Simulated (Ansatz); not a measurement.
Input file:

```
crystal:
  periodic: [false, false, false]
  atoms:
    - { symbol: Si, position_ang: [-0.385552, -0.091344, -0.69995] }
    - { symbol: Cl, position_ang: [0.372273, 1.436702, 2.179659] }
    - { symbol: "N", position_ang: [1.233393, -0.303383, -0.227723] }
    - { symbol: H, position_ang: [1.748222, -1.114817, -0.580304] }
    - { symbol: H, position_ang: [1.561145, 0.042971, 0.68124] }
    - { symbol: "N", position_ang: [-0.846533, 1.551263, -0.740729] }
    - { symbol: H, position_ang: [-1.81619, 1.797105, -0.515722] }
    - { symbol: H, position_ang: [-0.185122, 2.224879, -0.329007] }
    - { symbol: H, position_ang: [-0.528676, -0.83752, -1.991058] }
    - { symbol: Br, position_ang: [-1.987749, -1.164999, 0.566466] }
    - { symbol: H, position_ang: [-0.668413, 0.588644, 2.20543] }
basis:
  gaussian: { orbitals: def2-SVP }
hamiltonian:
  xc: lda
relax:
  f_tol: 0.03
  max_steps: 50
output:
  orbitals: {}
```

Launched as:

```sh
ansatz run input.yaml --threads 4 --pin off --max-ram 5120MiB --backend cpu --events-out ev --progress --plain --runs-dir out
```

The fields are those of the run's last geometry, not of the input's.

Theory: RKS LDA/def2-SVP (Ansatz 0.2.0).

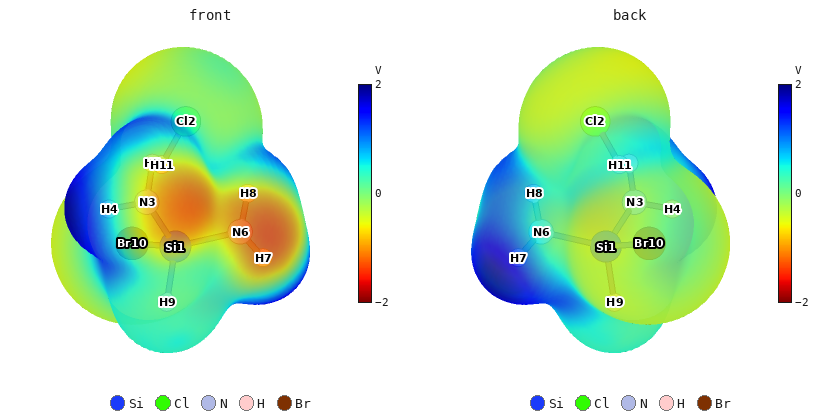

BrH₅N₂Si···HCl. The molecular electrostatic potential painted on the density surface at 0.002 e/bohr³, seen from the front and from behind; red is negative and blue positive.

Where is the surface potential most negative and most positive?

Answer. The most negative region (about −1.3 V, or −30 kcal/mol for a unit charge) lies over N3 and N6, the most positive (about +1.9 V, or +44 kcal/mol for a unit charge) over H4 and H7.
